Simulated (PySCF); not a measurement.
C₁₀H₆F₂S, SMILES c1cccc(F)c1-c1sccc1F, GFN2-xTB optimised geometry. Atoms within 1.6 Å of the plane z = 0.0 Å (x, y, z in Å): F1 (2.43, 0.35, 0.00), C2 (1.60, -0.71, 0.00), C3 (2.19, -1.95, 0.00), C4 (1.42, -3.10, 0.00), C5 (0.04, -2.97, 0.00), C6 (-0.55, -1.72, 0.00), C7 (0.21, -0.54, 0.00), C8 (-0.49, 0.74, 0.00), S9 (-2.23, 0.74, 0.00), C10 (-2.32, 2.45, 0.00), C11 (-1.08, 3.01, 0.00), C12 (-0.06, 2.04, 0.00), F13 (1.22, 2.45, 0.00), H14 (3.27, -2.01, 0.00), H15 (1.88, -4.07, 0.00), H16 (-0.59, -3.85, 0.00), H17 (-1.62, -1.64, 0.00), H18 (-3.27, 2.93, 0.00), H19 (-0.88, 4.07, 0.00).

Computed with PBE0/def2-SVP run with PySCF 2.14.0. Cells within 0.4 Å of a nucleus heavier than hydrogen are left out (blank, or x).

Map of the Laplacian of the electron density (e/bohr⁵), clipped to [-1.50, 1.50] on the plane z = 0.0 Å:

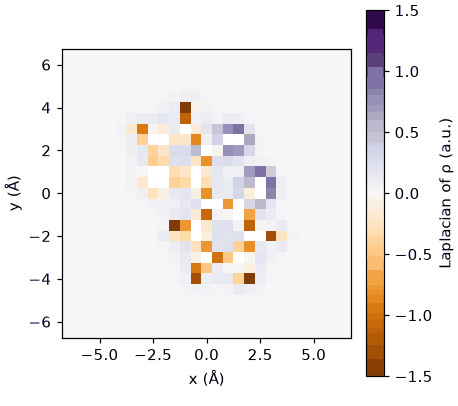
Figure. Laplacian of the electron density (e/bohr⁵), clipped to [-1.50, 1.50] on the plane z = 0.0 Å.
